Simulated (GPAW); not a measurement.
# Ballistic transport through an In chain with an O atom bridging one bond, cheap and dear

How well does an In chain with an O atom bridging one bond conduct at low bias, and how far do basis and functional move the answer?

Method: GPAW LCAO, PAW setups; Landauer transmission from Green's functions with principal layers (ASE), zero bias, in GPAW 26.7.0.

### 1. Starting point

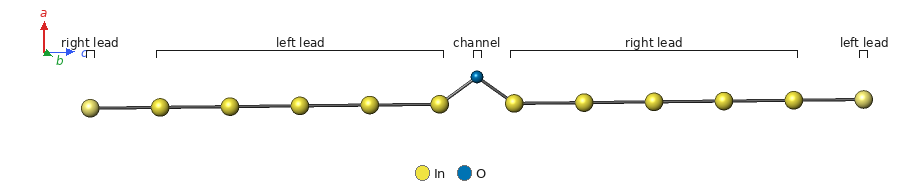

The cell as given, from the side, with the c axis across the page (indium yellow, oxygen blue). Some periodic images of atoms are drawn too.

The cell holds 11 atoms: 10 In and 1 O. Its edges and angles: a = 9.000 Å, b = 9.000 Å, c = 29.700 Å, α = 90.0°, β = 90.0°, γ = 90.0°. Regions: left lead, 5 atoms (5 In); channel, 1 atom (1 O); right lead, 5 atoms (5 In). Vacuum lies along a and b. The structure is stacked along c, and the current runs across the ab planes.

### 2. GPAW, dzp

The script solves lead and junction separately, takes H and S in the orbital basis, and joins semi-infinite leads through their self-energies; the dzp basis is the working standard.

run.py

```python
import json
import numpy as np
from ase import Atoms
from ase.transport.calculators import TransportCalculator
from gpaw import GPAW, FermiDirac
from gpaw.lcao.tools import get_lcao_hamiltonian
from scipy.linalg import eigh

# The junction with lead layers at both ends, along the third cell vector
device = Atoms(
    ['In', 'In', 'In', 'In', 'In', 'O', 'In', 'In', 'In', 'In', 'In'],
    positions=[
        [4.50000, 4.50000, 1.47500],
        [4.50000, 4.50000, 4.42500],
        [4.50000, 4.50000, 7.37500],
        [4.50000, 4.50000, 10.32500],
        [4.50000, 4.50000, 13.27500],
        [5.62513, 4.50000, 14.85000],
        [4.50000, 4.50000, 16.42500],
        [4.50000, 4.50000, 19.37500],
        [4.50000, 4.50000, 22.32500],
        [4.50000, 4.50000, 25.27500],
        [4.50000, 4.50000, 28.22500]],
    cell=[[9.0, 0.0, 0.0], [0.0, 9.0, 0.0], [0.0, 0.0, 29.7]],
    pbc=True)

# One principal layer of the lead: the first 3 atoms of the device
lead = Atoms(
    ['In', 'In', 'In'],
    positions=[
        [4.50000, 4.50000, 1.47500],
        [4.50000, 4.50000, 4.42500],
        [4.50000, 4.50000, 7.37500]],
    cell=[[9.0, 0.0, 0.0], [0.0, 9.0, 0.0], [0.0, 0.0, 8.85]],
    pbc=True)

settings = dict(mode='lcao', basis='dzp', xc='PBE', h=0.18,
                occupations=FermiDirac(0.1), maxiter=250,
                mixer=dict(beta=0.1, nmaxold=8, weight=100.0),
                convergence=dict(density=0.0001))
energies = np.arange(-3, 3 + 1e-9, 0.075)
eta = 0.0001
n1, n2 = 1, 1
# k and -k transmit alike, so half of the mesh across the current serves
mesh = [(i, j) for i in range(n1) for j in range(n2) if (i, j) <= (-i % n1, -j % n2)]
weights = np.array([1 if (i, j) == (-i % n1, -j % n2) else 2 for i, j in mesh]) / (n1 * n2)

# [... helper functions left out ...]
fermi_lead = ground_state(lead, (1, 1, 13), 'lead.txt')
fermi_device = ground_state(device, (1, 1, 3), 'device.txt')
# [... loop over the mesh left out, but for ...]
        # Shift the lead onto the potential of the device's first layer
        shift = ((H[:, 0, 0] - H0[:, 0, 0]) / S0[0, 0]).real.mean()
# [...]
kT = 8.617333e-5 * 77
bias = [0.1, 0.2, 0.5, 1.0, 1.5, 2.0]
# [... integrals and printing left out ...]
```

Started as:

```bash
$ OMP_NUM_THREADS=1 OPENBLAS_NUM_THREADS=1 python run.py
```

The log of the run:

```text
basis functions: device 243, principal layer 69
Fermi level: lead -2.2014 eV, device -2.1380 eV; lead shifted by 0.0035 eV
largest coupling past the next layer 1.88e-06 eV, largest misfit of the first layer 0.059 eV
  E-E_F (eV)   T (one spin)  [channel counts left out]
    -3.000    6.2448e-02
    -2.925    6.5925e-02
    -2.850    6.9396e-02
    -2.775    7.2878e-02
    -2.700    7.6390e-02
    -2.625    7.9945e-02
    -2.550    8.3555e-02
    -2.475    8.7214e-02
    -2.400    9.0875e-02
    -2.325    9.4397e-02
    -2.250    9.7382e-02
    -2.175    9.8728e-02
    -2.100    9.5062e-02
    -2.025    7.3608e-02
    -1.950    8.2302e-07
    -1.875    5.2188e-04
[...]
2.475    1.5964e+00
     2.550    1.6245e+00
     2.625    1.6486e+00
     2.700    1.6686e+00
     2.775    1.6837e+00
     2.850    1.6929e+00
     2.925    1.6944e+00
     3.000    1.6851e+00
conductance at 77 K: 0.61703 G0 a cell; thermopower -0.8625 uV/K
current from the zero-bias T(E) at 0.1 V: 4.7621 uA
current from the zero-bias T(E) at 0.2 V: 9.4541 uA
current from the zero-bias T(E) at 0.5 V: 21.94 uA
current from the zero-bias T(E) at 1.0 V: 39.074 uA
current from the zero-bias T(E) at 1.5 V: 55.826 uA
current from the zero-bias T(E) at 2.0 V: 73.188 uA
```

It took 2 min on 1 thread of Arm Neoverse N1, shared host; peak memory 1.5 GiB.

This step gave:

| Item | Value |
| --- | --- |
| conductance | 0.6170 G₀ |
| largest coupling past the next principal layer | 1.88e-6 eV |
| largest misfit of the first principal layer | 0.05926 eV |
| shift that aligns the lead | 0.003509 eV |
| basis functions of the junction | 243 |
| basis functions of a principal layer | 69 |
| transmission at the Fermi level (one spin) | 0.6183 |

One spin. Table of transmission, zone mean by energy, zero at the Fermi level:

| energy (eV) | transmission, zone mean |
| --- | --- |
| -3.000 | 0.0624 |
| -2.475 | 0.0872 |
| -2.025 | 0.0736 |
| -1.500 | 7.1e-9 |
| -0.975 | 0.0607 |
| -0.525 | 0.158 |
| 0.000 | 0.618 |
| 0.525 | 0.701 |
| 0.975 | 0.852 |
| 1.500 | 1.04 |
| 2.025 | 1.35 |
| 2.475 | 1.60 |
| 3.000 | 1.69 |

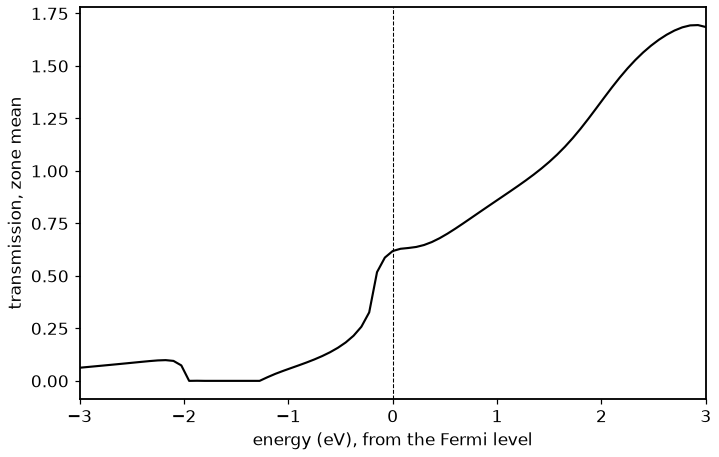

Transmission, zone mean, plotted against energy.

Not self-consistent under bias; the bias window is split evenly. The current through one cell, from the zero-bias transmission by bias:

| bias (V) | current through one cell, from the zero-bias transmission (μA) |
| --- | --- |
| 0.100 | 4.76 |
| 0.200 | 9.45 |
| 0.500 | 21.9 |
| 1.000 | 39.1 |
| 1.500 | 55.8 |
| 2.000 | 73.2 |

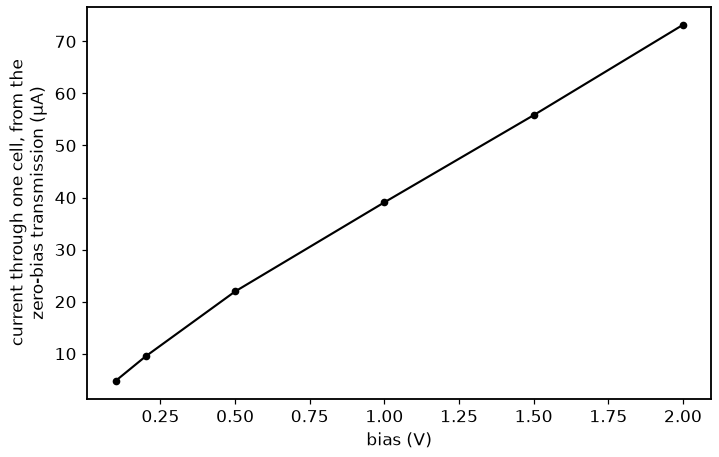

Current through one cell, from the zero-bias transmission against bias.

Transmission of the three most open eigenchannels against energy, zero at the Fermi level:

| energy (eV) | channel 1 | channel 2 | channel 3 |
| --- | --- | --- | --- |
| -3.000 | 0.0624 | 0 | 0 |
| -2.475 | 0.0872 | 0 | 0 |
| -2.025 | 0.0736 | 0 | 0 |
| -1.500 | 7.1e-9 | 0 | 0 |
| -0.975 | 0.0607 | 0 | 0 |
| -0.525 | 0.158 | 0 | 0 |
| 0.000 | 0.482 | 0.108 | 0.0286 |
| 0.525 | 0.564 | 0.131 | 0.00591 |
| 0.975 | 0.706 | 0.145 | 5.5e-5 |
| 1.500 | 0.831 | 0.171 | 0.0413 |
| 2.025 | 0.903 | 0.248 | 0.197 |
| 2.475 | 0.939 | 0.434 | 0.224 |
| 3.000 | 0.987 | 0.470 | 0.229 |

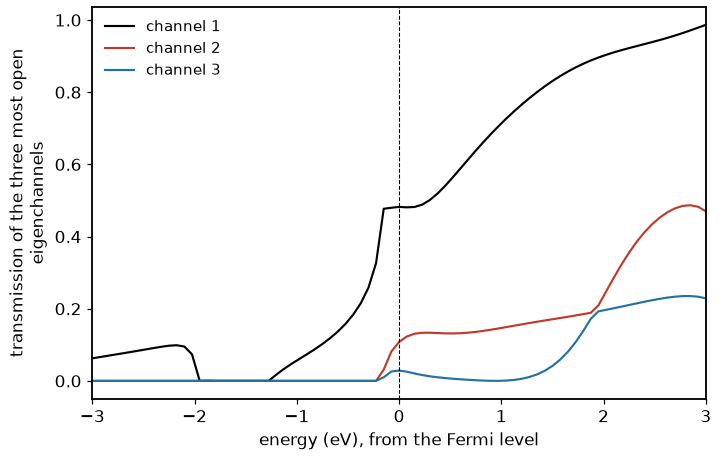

Transmission of the three most open eigenchannels against energy.

Couplings past the next layer reach 1.9e-6 eV, small enough to drop; the matrix elements of the cell's first layer differ from the bulk lead's by up to 0.059 eV. That layer keeps its own values in the calculation, and only beyond it is the lead taken as perfect. The Fermi levels of lead and junction count from different zeros of potential, one for each periodic cell; with both set to zero, the small remaining shift is what aligns them. By hand: G = 0.6170 × 77.48 μS = 47.8 μS, a resistance of 20.9 kΩ; at 0.1 V a linear junction would pass 4.78 μA, and the integral over the bias window gives 4.76 μA.

### 3. GPAW, szp: basis = "szp(dzp)"

The second zeta is dropped, the polarisation orbitals stay.

Changes to run.py since step 2:

```diff
@@ -36,3 +36,3 @@
 
-settings = dict(mode='lcao', basis='dzp', xc='PBE', h=0.18,
+settings = dict(mode='lcao', basis='szp(dzp)', xc='PBE', h=0.18,
                 occupations=FermiDirac(0.1), maxiter=250,
```

The log of the run:

```text
basis functions: device 149, principal layer 42
Fermi level: lead -2.3504 eV, device -2.2439 eV; lead shifted by 0.0079 eV
largest coupling past the next layer 1.86e-06 eV, largest misfit of the first layer 0.074 eV
  E-E_F (eV)   T (one spin)  [channel counts left out]
    -3.000    1.4871e-02
    -2.925    1.6068e-02
    -2.850    1.7224e-02
    -2.775    1.8332e-02
    -2.700    1.9381e-02
    -2.625    2.0351e-02
    -2.550    2.1203e-02
    -2.475    2.1866e-02
    -2.400    2.2199e-02
    -2.325    2.1912e-02
    -2.250    2.0366e-02
    -2.175    1.5967e-02
    -2.100    4.0343e-03
    -2.025    3.4456e-08
    -1.950    1.5718e-07
    -1.875    2.2129e-06
[...]
2.475    1.4123e+00
     2.550    1.4380e+00
     2.625    1.4602e+00
     2.700    1.4784e+00
     2.775    1.4921e+00
     2.850    1.5000e+00
     2.925    1.5003e+00
     3.000    1.4905e+00
conductance at 77 K: 0.47499 G0 a cell; thermopower -2.046 uV/K
current from the zero-bias T(E) at 0.1 V: 3.6558 uA
current from the zero-bias T(E) at 0.2 V: 7.213 uA
current from the zero-bias T(E) at 0.5 V: 16.001 uA
current from the zero-bias T(E) at 1.0 V: 28.284 uA
current from the zero-bias T(E) at 1.5 V: 41.52 uA
current from the zero-bias T(E) at 2.0 V: 56.397 uA
```

The job ended after 92 s (1 thread; peak memory 1.5 GiB).

This step gave:

| Property | Result |
| --- | --- |
| conductance | 0.4750 G₀ |
| thermopower | -2.046 μV/K |
| largest coupling past the next principal layer | 1.86e-6 eV |
| largest misfit of the first principal layer | 0.07360 eV |
| shift that aligns the lead | 0.007859 eV |
| basis functions of the junction | 149 |
| basis functions of a principal layer | 42 |
| transmission at the Fermi level (one spin) | 0.4768 |

One spin. The transmission, zone mean by energy, zero at the Fermi level:

| energy (eV) | transmission, zone mean |
| --- | --- |
| -3.000 | 0.0149 |
| -2.475 | 0.0219 |
| -2.025 | 3.4e-8 |
| -1.500 | 1.3e-9 |
| -0.975 | 0.0178 |
| -0.525 | 0.0553 |
| 0.000 | 0.477 |
| 0.525 | 0.598 |
| 0.975 | 0.785 |
| 1.500 | 0.971 |
| 2.025 | 1.20 |
| 2.475 | 1.41 |
| 3.000 | 1.49 |

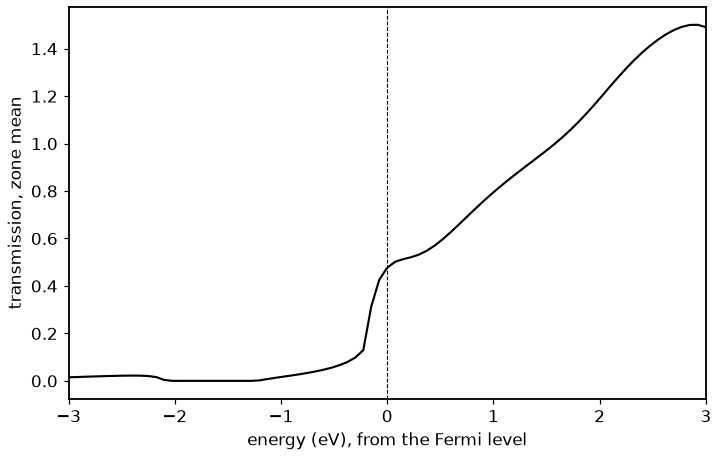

Transmission, zone mean against energy.

Not self-consistent under bias; the bias window is split evenly. Table of current through one cell, from the zero-bias transmission by bias:

| bias (V) | current through one cell, from the zero-bias transmission (μA) |
| --- | --- |
| 0.100 | 3.66 |
| 0.200 | 7.21 |
| 0.500 | 16.0 |
| 1.000 | 28.3 |
| 1.500 | 41.5 |
| 2.000 | 56.4 |

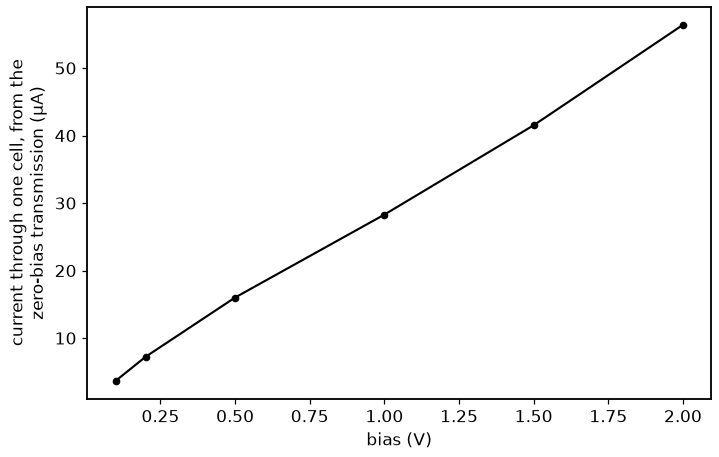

Current through one cell, from the zero-bias transmission against bias.

Transmission of the three most open eigenchannels against energy, zero at the Fermi level:

| energy (eV) | channel 1 | channel 2 | channel 3 |
| --- | --- | --- | --- |
| -3.000 | 0.0149 | 0 | 0 |
| -2.475 | 0.0219 | 0 | 0 |
| -2.025 | 3.4e-8 | 0 | 0 |
| -1.500 | 1.3e-9 | 0 | 0 |
| -0.975 | 0.0178 | 0 | 0 |
| -0.525 | 0.0553 | 0 | 0 |
| 0.000 | 0.325 | 0.0955 | 0.0560 |
| 0.525 | 0.446 | 0.132 | 0.0203 |
| 0.975 | 0.636 | 0.143 | 0.00555 |
| 1.500 | 0.800 | 0.163 | 0.00858 |
| 2.025 | 0.889 | 0.180 | 0.133 |
| 2.475 | 0.929 | 0.287 | 0.196 |
| 3.000 | 0.981 | 0.327 | 0.183 |

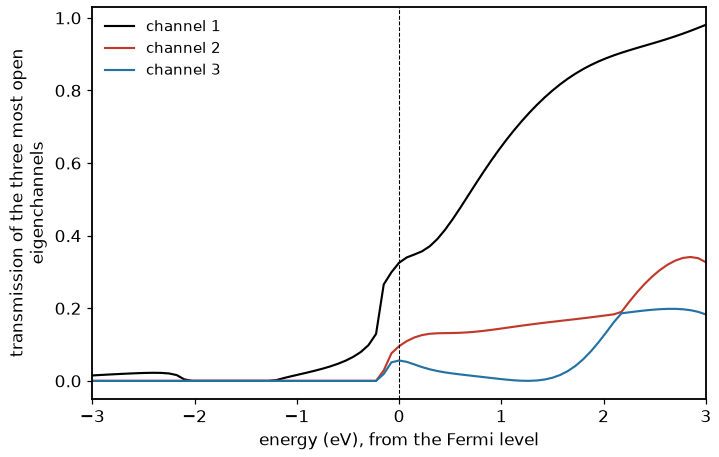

Transmission of the three most open eigenchannels, plotted against energy.

The conductance, 0.475 G₀, lies 23 % below that of the dzp run.

### 4. Minimal basis

The minimal basis is the cheapest rung: no second zeta and no polarisation.

Changes to run.py since step 3:

```diff
@@ -36,3 +36,3 @@
 
-settings = dict(mode='lcao', basis='szp(dzp)', xc='PBE', h=0.18,
+settings = dict(mode='lcao', basis='sz(dzp)', xc='PBE', h=0.18,
                 occupations=FermiDirac(0.1), maxiter=250,
```

The log of the run:

```text
basis functions: device 94, principal layer 27
Fermi level: lead -2.2680 eV, device -2.1451 eV; lead shifted by 0.0048 eV
largest coupling past the next layer 1.93e-06 eV, largest misfit of the first layer 0.107 eV
  E-E_F (eV)   T (one spin)  [channel counts left out]
    -3.000    1.5555e-02
    -2.925    1.7289e-02
    -2.850    1.8945e-02
[...]
2.925    1.3873e+00
     3.000    1.3785e+00
conductance at 77 K: 0.5033 G0 a cell; thermopower -2.081 uV/K
current from the zero-bias T(E) at 0.1 V: 3.8627 uA
current from the zero-bias T(E) at 0.2 V: 7.5827 uA
current from the zero-bias T(E) at 0.5 V: 16.453 uA
current from the zero-bias T(E) at 1.0 V: 28.699 uA
current from the zero-bias T(E) at 1.5 V: 41.984 uA
current from the zero-bias T(E) at 2.0 V: 56.904 uA
```

Run time: 67 s. Hardware: 1 thread; peak memory 1.3 GiB.

Numbers from this step:

```yaml
conductance: 0.5033 G₀
thermopower: -2.081 μV/K
largest_coupling_past_the_next_principal_layer: 1.93e-6 eV
largest_misfit_of_the_first_principal_layer: 0.1071 eV
shift_that_aligns_the_lead: 0.004797 eV
basis_functions_of_the_junction: 94
basis_functions_of_a_principal_layer: 27
transmission_at_the_fermi_level_one_spin: 0.5059
```

The conductance, 0.503 G₀, lies 18 % below that of the dzp run.

### 5. revPBE in the dzp basis: xc = "revPBE"

Back in the dzp basis, the functional changes from PBE to revPBE, to set the spread between functionals beside that between bases.

Changes to run.py since step 4:

```diff
@@ -36,3 +36,3 @@
 
-settings = dict(mode='lcao', basis='sz(dzp)', xc='PBE', h=0.18,
+settings = dict(mode='lcao', basis='dzp', xc='revPBE', h=0.18,
                 occupations=FermiDirac(0.1), maxiter=250,
```

The log of the run:

```text
basis functions: device 243, principal layer 69
Fermi level: lead -2.0991 eV, device -2.0346 eV; lead shifted by 0.0028 eV
largest coupling past the next layer 1.88e-06 eV, largest misfit of the first layer 0.062 eV
  E-E_F (eV)   T (one spin)  [channel counts left out]
    -3.000    6.3300e-02
    -2.925    6.6761e-02
    -2.850    7.0215e-02
[...]
2.925    1.6985e+00
     3.000    1.6909e+00
conductance at 77 K: 0.60447 G0 a cell; thermopower -0.7325 uV/K
current from the zero-bias T(E) at 0.1 V: 4.6663 uA
current from the zero-bias T(E) at 0.2 V: 9.2679 uA
current from the zero-bias T(E) at 0.5 V: 21.554 uA
current from the zero-bias T(E) at 1.0 V: 38.449 uA
current from the zero-bias T(E) at 1.5 V: 55.025 uA
current from the zero-bias T(E) at 2.0 V: 72.271 uA
```

It took 2 min on 1 thread; peak memory 1.5 GiB.

Numbers from this step:

- conductance: 0.6045 G₀
- largest coupling past the next principal layer: 1.88e-6 eV
- largest misfit of the first principal layer: 0.06199 eV
- shift that aligns the lead: 0.002774 eV
- basis functions of the junction: 243
- basis functions of a principal layer: 69
- transmission at the Fermi level (one spin): 0.6057

One spin. The transmission, zone mean by energy, zero at the Fermi level:

| energy (eV) | transmission, zone mean |
| --- | --- |
| -3.000 | 0.0633 |
| -2.475 | 0.0881 |
| -2.025 | 0.0865 |
| -1.500 | 8.2e-9 |
| -0.975 | 0.0635 |
| -0.525 | 0.160 |
| 0.000 | 0.606 |
| 0.525 | 0.689 |
| 0.975 | 0.844 |
| 1.500 | 1.04 |
| 2.025 | 1.34 |
| 2.475 | 1.59 |
| 3.000 | 1.69 |

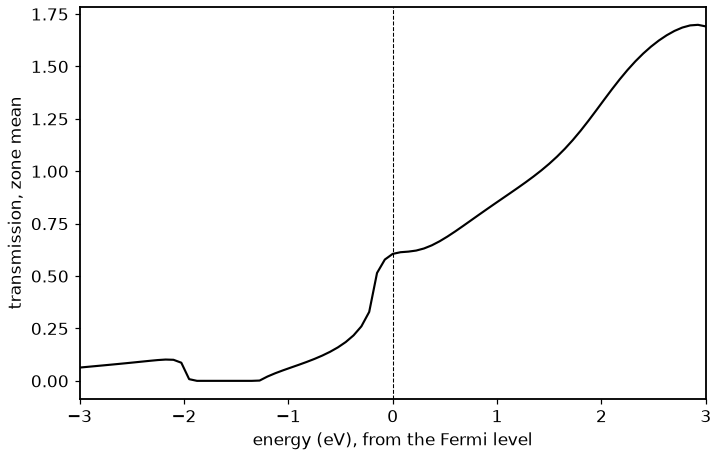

Transmission, zone mean, plotted against energy.

The conductance, 0.604 G₀, lies 2.0 % below that of the dzp run.

### 6. All levels side by side

Times are for 1 thread of Arm Neoverse N1, shared host. The series side by side:

| no. | run | conductance (G₀) | time | memory (GiB) |
| --- | --- | --- | --- | --- |
| 1 | dzp | 0.6170 | 2 min | 1.5 |
| 2 | szp | 0.4750 | 92 s | 1.5 |
| 3 | sz | 0.5033 | 67 s | 1.3 |
| 4 | dzp revPBE | 0.6045 | 2 min | 1.5 |

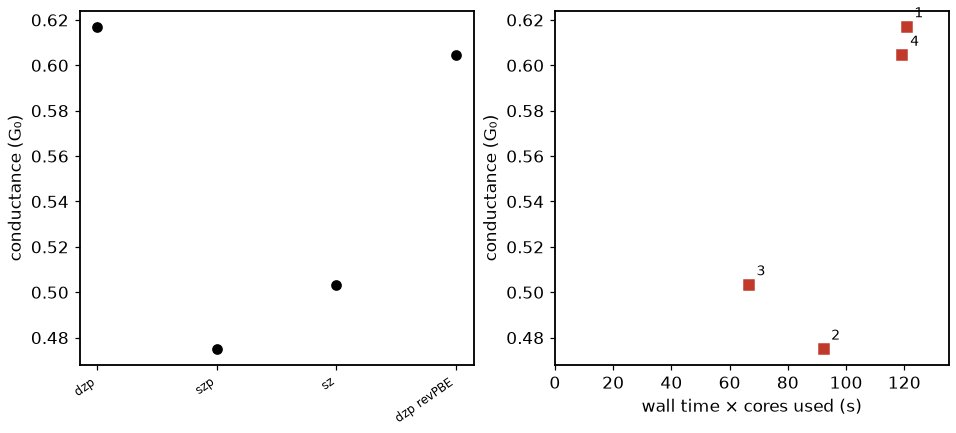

The series as plots; the last panel sets the first result against cost, with the runs numbered as in the table.

[end of part 1 of 2]

[Logs are printed without paths, hosts, clocks, repeated set-up lines and the standing remarks that a program may print on its own settings, such as how far it seeks lower states.]

[Hosts, paths, dates, database ids (printed as entryN), source tags and the programs' standing remarks are cut or masked in the printed files.]
